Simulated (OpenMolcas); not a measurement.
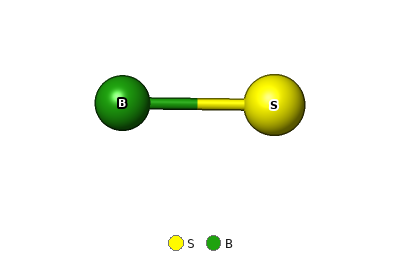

*The molecule at the reference distance of 1.610 Å.*

Run report: SB, relativistic diatomic calculation (part 1 of 2)

SB. Computed at this level: SA-CASSCF(7,7)/XMS-CASPT2 + RASSI spin-orbit (X2C scalar, AMFI), ANO-RCC-VTZP (OpenMolcas).

Input:
```
&GATEWAY
Coord
2
angstrom
S 0.0 0.0 0.0
B 0.0 0.0 1.6100
Basis=ANO-RCC-VTZP
Group=XY
RX2C
AMFI
ANGMom
0.0 0.0 0.0
RICD
&SEWARD
&GUESSORB
&RASSCF
FileOrb=$CurrDir/o21.orb
Symmetry=1
Spin=2
nActEl=7 0 0
Inactive=5 2
RAS2=3 4
CIRoot=5 5 1
Linear
Iterations=120 100
OrbListing=Nothing
PRWF=0.15
>>COPY $Project.RasOrb $CurrDir/o21.orb
>>COPY $Project.rasscf.h5 $CurrDir/r21.h5
&CASPT2
XMultistate=all
Imaginary=0.2
IPEA=0.25
MaxIter=40
>>COPY $Project.JobMix JOB001
&RASSCF
FileOrb=$CurrDir/o22.orb
Symmetry=2
Spin=2
nActEl=7 0 0
Inactive=5 2
RAS2=3 4
CIRoot=4 4 1
Linear
Iterations=120 100
OrbListing=Nothing
PRWF=0.15
>>COPY $Project.RasOrb $CurrDir/o22.orb
>>COPY $Project.rasscf.h5 $CurrDir/r22.h5
&CASPT2
XMultistate=all
Imaginary=0.2
IPEA=0.25
MaxIter=40
>>COPY $Project.JobMix JOB002
&RASSCF
FileOrb=$CurrDir/o41.orb
Symmetry=1
Spin=4
nActEl=7 0 0
Inactive=5 2
RAS2=3 4
CIRoot=4 4 1
Linear
Iterations=120 100
OrbListing=Nothing
PRWF=0.15
>>COPY $Project.RasOrb $CurrDir/o41.orb
>>COPY $Project.rasscf.h5 $CurrDir/r41.h5
&CASPT2
XMultistate=all
Imaginary=0.2
IPEA=0.25
MaxIter=40
>>COPY $Project.JobMix JOB003
&RASSI
Nr of JobIphs=3 5 4 4
1 2 3 4 5
1 2 3 4
1 2 3 4
SpinOrbit
EJob
Omega
MEES
MESO
Properties=4
'AngMom' 3 'Mltpl  1' 1 'Mltpl  1' 2 'Mltpl  1' 3
Thrs=1.0d-4
>>COPY $Project.rassi.h5 $CurrDir/so.h5
```

The first orbital files come from an earlier step.

Hardware: 1 CPU thread, shared host.

Command:
```bash
pymolcas m.inp (one call a module block, same work directory)
```

Log (extracts):
```
++    Wave function specifications:
      Number of closed shell electrons          14
      Number of electrons in active shells       7
      Number of inactive orbitals                7
      Number of active orbitals                  7
      Number of secondary orbitals              50
      Spin quantum number                      0.5
      State symmetry                             1
++    Orbital specifications:
      Symmetry species                           1   2
                                                 a   b
      Frozen orbitals                            0   0
      Inactive orbitals                          5   2
      Active orbitals                            3   4
      RAS2 orbitals                              3   4
      Secondary orbitals                        26  24
      Number of basis functions                 34  30
      printout of CI-coefficients larger than  0.15 for root  1
      energy=    -423.342563
      conf/sym  111 2222     Coeff  Weight
           257  0u2 u02d  -0.22663 0.05136
           339  0u2 0ud2   0.22663 0.05136
           340  0u2 0022   0.91603 0.83910
      printout of CI-coefficients larger than  0.15 for root  2
      energy=    -423.143286
      conf/sym  111 2222     Coeff  Weight
           257  0u2 u02d  -0.50604 0.25608
           259  0u2 u0d2  -0.47383 0.22451
           336  0u2 0u2d   0.47383 0.22451
           339  0u2 0ud2  -0.50604 0.25608
      printout of CI-coefficients larger than  0.15 for root  3
      energy=    -423.143286
      conf/sym  111 2222     Coeff  Weight
           257  0u2 u02d   0.47383 0.22451
           259  0u2 u0d2  -0.50604 0.25608
           336  0u2 0u2d   0.50604 0.25608
           339  0u2 0ud2   0.47383 0.22451
      printout of CI-coefficients larger than  0.15 for root  4
      energy=    -423.142070
      conf/sym  111 2222     Coeff  Weight
           259  0u2 u0d2  -0.69576 0.48408
           336  0u2 0u2d  -0.69576 0.48408
      printout of CI-coefficients larger than  0.15 for root  5
      energy=    -423.138448
      conf/sym  111 2222     Coeff  Weight
           181  0u2 d02u  -0.37697 0.14211
           257  0u2 u02d   0.41507 0.17228
           313  02u 0022  -0.52579 0.27646
           338  0u2 0du2   0.37697 0.14211
           339  0u2 0ud2  -0.41506 0.17228
           340  0u2 0022   0.16456 0.02708
      Natural orbitals and occupation numbers for root  1
      sym 1:   0.022309   1.003012   1.964465
      sym 2:   0.068944   0.068944   1.936163   1.936163
      Natural orbitals and occupation numbers for root  2
      sym 1:   0.017931   0.997518   1.978324
      sym 2:   0.508548   0.508549   1.494566   1.494565
      Natural orbitals and occupation numbers for root  3
      sym 1:   0.017931   0.997518   1.978324
      sym 2:   0.508548   0.508549   1.494566   1.494564
      Natural orbitals and occupation numbers for root  4
      sym 1:   0.018087   0.998168   1.978423
      sym 2:   0.508373   0.508371   1.494289   1.494290
      Natural orbitals and occupation numbers for root  5
      sym 1:   0.024227   1.258372   1.689782
      sym 2:   0.373500   0.373499   1.640310   1.640309
      RASSCF energy for state  5                   -423.13844843
::    RASSCF root number  1 Total energy:   -423.34256261
::    RASSCF root number  2 Total energy:   -423.14328643
::    RASSCF root number  3 Total energy:   -423.14328643
::    RASSCF root number  4 Total energy:   -423.14207001
::    RASSCF root number  5 Total energy:   -423.13844843
      Von Neumann Entropy (Root   1) =  1.02266
++    Wave function specifications:
      Number of closed shell electrons           2
      Number of electrons in active shells       7
      Number of inactive orbitals                1
      Number of active orbitals                  7
      Number of secondary orbitals              50
      Spin quantum number                      0.5
      State symmetry                             1
      Number of CSFs                           392
      Number of CASSCF root(s) available         5
      CASPT2 state passed to geometry opt.       5
      A file JOBMIX will be created
      This is a MULTI-STATE CASSCF reference
      Number of CI roots used                    5
      These are:                                 1   2   3   4   5
      Off-diagonal elements of Heff are computed
  FINAL CASPT2 RESULT:
      Reference energy:        -423.3425626056
      E2 (Non-variational):      -0.1855726697
      Shift correction:          -0.0019766086
      E2 (Variational):          -0.1875492782
      Total energy:            -423.5301118839
      Reference weight:           0.92162
  FINAL CASPT2 RESULT:
      Reference energy:        -423.1432864260
      E2 (Non-variational):      -0.1772093911
      Shift correction:          -0.0018115274
      E2 (Variational):          -0.1790209185
      Total energy:            -423.3223073445
      Reference weight:           0.92709
  FINAL CASPT2 RESULT:
      Reference energy:        -423.1432864260
      E2 (Non-variational):      -0.1773855916
      Shift correction:          -0.0018190349
      E2 (Variational):          -0.1792046265
      Total energy:            -423.3224910525
      Reference weight:           0.92692
  FINAL CASPT2 RESULT:
      Reference energy:        -423.1420700051
      E2 (Non-variational):      -0.1786152196
      Shift correction:          -0.0017924368
      E2 (Variational):          -0.1804076564
      Total energy:            -423.3224776615
      Reference weight:           0.92632
  FINAL CASPT2 RESULT:
      Reference energy:        -423.1384484264
      E2 (Non-variational):      -0.1872236328
      Shift correction:          -0.0027115134
      E2 (Variational):          -0.1899351462
      Total energy:            -423.3283835726
      Reference weight:           0.91504
       Total XMS-CASPT2 energies:
::    XMS-CASPT2 Root  1     Total energy:   -423.52641583
::    XMS-CASPT2 Root  2     Total energy:   -423.33207964
::    XMS-CASPT2 Root  3     Total energy:   -423.32249122
::    XMS-CASPT2 Root  4     Total energy:   -423.32247765
::    XMS-CASPT2 Root  5     Total energy:   -423.32230718
++    Wave function specifications:
      Number of closed shell electrons          14
      Number of electrons in active shells       7
      Number of inactive orbitals                7
      Number of active orbitals                  7
      Number of secondary orbitals              50
      Spin quantum number                      0.5
      State symmetry                             2
      printout of CI-coefficients larger than  0.15 for root  1
      energy=    -423.244109
      conf/sym  111 2222     Coeff  Weight
           160  022 00u2   0.94161 0.88664
      printout of CI-coefficients larger than  0.15 for root  2
      energy=    -423.244109
      conf/sym  111 2222     Coeff  Weight
           157  022 002u   0.94161 0.88664
      printout of CI-coefficients larger than  0.15 for root  3
      energy=    -423.138940
      conf/sym  111 2222     Coeff  Weight
           321  002 uu2d  -0.19530 0.03814
           370  002 0u22  -0.91479 0.83684
           391  0uu 0d22   0.15885 0.02523
      printout of CI-coefficients larger than  0.15 for root  4
      energy=    -423.138940
      conf/sym  111 2222     Coeff  Weight
           324  002 uud2  -0.19530 0.03814
           325  002 u022  -0.91479 0.83684
           352  0uu d022   0.15885 0.02523
      Natural orbitals and occupation numbers for root  1
      sym 1:   0.019980   1.851065   1.978913
      sym 2:   0.062380   0.091925   1.014725   1.981013
      Natural orbitals and occupation numbers for root  2
      sym 1:   0.019980   1.851065   1.978913
      sym 2:   0.091925   0.062380   1.981013   1.014725
      Natural orbitals and occupation numbers for root  3
      sym 1:   0.010826   0.135871   1.890379
      sym 2:   0.077311   0.994345   1.963894   1.927375
      Natural orbitals and occupation numbers for root  4
      sym 1:   0.010826   0.135871   1.890379
      sym 2:   0.994345   0.077311   1.927375   1.963894
      RASSCF energy for state  4                   -423.13894049
::    RASSCF root number  1 Total energy:   -423.24410860
::    RASSCF root number  2 Total energy:   -423.24410860
::    RASSCF root number  3 Total energy:   -423.13894050
::    RASSCF root number  4 Total energy:   -423.13894049
      Von Neumann Entropy (Root   1) =  1.05541
++    Wave function specifications:
      Number of closed shell electrons           2
      Number of electrons in active shells       7
      Number of inactive orbitals                1
      Number of active orbitals                  7
      Number of secondary orbitals              50
      Spin quantum number                      0.5
      State symmetry                             2
      Number of CSFs                           392
      Number of CASSCF root(s) available         4
      CASPT2 state passed to geometry opt.       4
      A file JOBMIX will be created
      This is a MULTI-STATE CASSCF reference
      Number of CI roots used                    4
      These are:                                 1   2   3   4
      Off-diagonal elements of Heff are computed
  FINAL CASPT2 RESULT:
      Reference energy:        -423.2441085998
      E2 (Non-variational):      -0.1835028492
      Shift correction:          -0.0019405639
      E2 (Variational):          -0.1854434131
      Total energy:            -423.4295520129
      Reference weight:           0.92169
  FINAL CASPT2 RESULT:
      Reference energy:        -423.2441085989
      E2 (Non-variational):      -0.1835028495
      Shift correction:          -0.0019405639
      E2 (Variational):          -0.1854434134
      Total energy:            -423.4295520123
      Reference weight:           0.92169
  FINAL CASPT2 RESULT:
      Reference energy:        -423.1389404967
      E2 (Non-variational):      -0.1964619731
      Shift correction:          -0.0026196268
      E2 (Variational):          -0.1990815999
      Total energy:            -423.3380220965
      Reference weight:           0.91292
  FINAL CASPT2 RESULT:
      Reference energy:        -423.1389404935
      E2 (Non-variational):      -0.1964619671
      Shift correction:          -0.0026196273
      E2 (Variational):          -0.1990815944
      Total energy:            -423.3380220879
      Reference weight:           0.91292
       Total XMS-CASPT2 energies:
::    XMS-CASPT2 Root  1     Total energy:   -423.42945480
::    XMS-CASPT2 Root  2     Total energy:   -423.42945480
::    XMS-CASPT2 Root  3     Total energy:   -423.33811931
::    XMS-CASPT2 Root  4     Total energy:   -423.33811930
++    Wave function specifications:
      Number of closed shell electrons          14
      Number of electrons in active shells       7
      Number of inactive orbitals                7
      Number of active orbitals                  7
      Number of secondary orbitals              50
      Spin quantum number                      1.5
      State symmetry                             1
      printout of CI-coefficients larger than  0.15 for root  1
      energy=    -423.198172
      conf/sym  111 2222     Coeff  Weight
           128  0u2 u02u   0.68113 0.46394
           164  0u2 0uu2  -0.68113 0.46394
      printout of CI-coefficients larger than  0.15 for root  2
      energy=    -423.171901
      conf/sym  111 2222     Coeff  Weight
           128  0u2 u02u   0.69819 0.48746
           164  0u2 0uu2   0.69819 0.48746
      printout of CI-coefficients larger than  0.15 for root  3
      energy=    -423.171901
      conf/sym  111 2222     Coeff  Weight
           131  0u2 u0u2  -0.69819 0.48746
           163  0u2 0u2u   0.69819 0.48746
      printout of CI-coefficients larger than  0.15 for root  4
      energy=    -423.152798
      conf/sym  111 2222     Coeff  Weight
           131  0u2 u0u2   0.68601 0.47061
           163  0u2 0u2u   0.68601 0.47061
      Natural orbitals and occupation numbers for root  1
      sym 1:   0.020291   0.999476   1.976269
      sym 2:   0.520401   0.520401   1.481581   1.481581
      Natural orbitals and occupation numbers for root  2
      sym 1:   0.018156   0.998619   1.978344
      sym 2:   0.512987   0.512987   1.489454   1.489454
      Natural orbitals and occupation numbers for root  3
      sym 1:   0.018156   0.998619   1.978344
      sym 2:   0.512987   0.512987   1.489454   1.489454
      Natural orbitals and occupation numbers for root  4
      sym 1:   0.017832   0.993654   1.973139
      sym 2:   0.512651   0.512651   1.495036   1.495036
      RASSCF energy for state  4                   -423.15279833
::    RASSCF root number  1 Total energy:   -423.19817164
::    RASSCF root number  2 Total energy:   -423.17190130
::    RASSCF root number  3 Total energy:   -423.17190130
::    RASSCF root number  4 Total energy:   -423.15279833
      Von Neumann Entropy (Root   1) =  2.23642
++    Wave function specifications:
      Number of closed shell electrons           2
      Number of electrons in active shells       7
      Number of inactive orbitals                1
      Number of active orbitals                  7
      Number of secondary orbitals              50
      Spin quantum number                      1.5
      State symmetry                             1
      Number of CSFs                           200
      Number of CASSCF root(s) available         4
      CASPT2 state passed to geometry opt.       4
      A file JOBMIX will be created
      This is a MULTI-STATE CASSCF reference
      Number of CI roots used                    4
      These are:                                 1   2   3   4
      Off-diagonal elements of Heff are computed
  FINAL CASPT2 RESULT:
      Reference energy:        -423.1981716413
      E2 (Non-variational):      -0.1689729596
      Shift correction:          -0.0015621508
      E2 (Variational):          -0.1705351104
      Total energy:            -423.3687067518
      Reference weight:           0.93112
  FINAL CASPT2 RESULT:
      Reference energy:        -423.1719012959
      E2 (Non-variational):      -0.1736286932
      Shift correction:          -0.0016403740
      E2 (Variational):          -0.1752690672
      Total energy:            -423.3471703630
      Reference weight:           0.92889
  FINAL CASPT2 RESULT:
      Reference energy:        -423.1719012959
      E2 (Non-variational):      -0.1737234013
      Shift correction:          -0.0016508009
      E2 (Variational):          -0.1753742023
      Total energy:            -423.3472754981
      Reference weight:           0.92872
  FINAL CASPT2 RESULT:
      Reference energy:        -423.1527983304
      E2 (Non-variational):      -0.1752585033
      Shift correction:          -0.0017142726
      E2 (Variational):          -0.1769727758
      Total energy:            -423.3297711063
      Reference weight:           0.92794
       Total XMS-CASPT2 energies:
::    XMS-CASPT2 Root  1     Total energy:   -423.36870675
::    XMS-CASPT2 Root  2     Total energy:   -423.34727787
::    XMS-CASPT2 Root  3     Total energy:   -423.34716799
::    XMS-CASPT2 Root  4     Total energy:   -423.32977111
  SPIN-FREE ENERGIES:
  (Shifted by EMIN (a.u.) =       -423.5264158321)
 SF State       Relative EMIN(au)   Rel lowest level(eV)    D:o, cm**(-1)      Abs_M
     1             0.0000000000        0.0000000000              0.0000         0.0
     6             0.0969610304        2.6384440492          21280.4864         1.0
     7             0.0969610304        2.6384440492          21280.4864         1.0
    10             0.1577090797        4.2914826812          34613.1421         0.0
    11             0.1791379577        4.8745921581          39316.2372         2.0
    12             0.1792478453        4.8775823515          39340.3548         2.0
     8             0.1882965243        5.1238094504          41326.3102         1.0
     9             0.1882965334        5.1238096995          41326.3123         1.0
     2             0.1943361958        5.2881572863          42651.8649         0.0
    13             0.1966447265        5.3509756050          43158.5288         0.0
     3             0.2039246110        5.5490713551          44756.2788         2.0
     4             0.2039381823        5.5494406489          44759.2574         0.0
     5             0.2041086562        5.5540794813          44796.6721         2.0
```

(Continued in part 2.) Outcome of the run: converged; components of a degenerate state are split by 24 cm⁻¹.
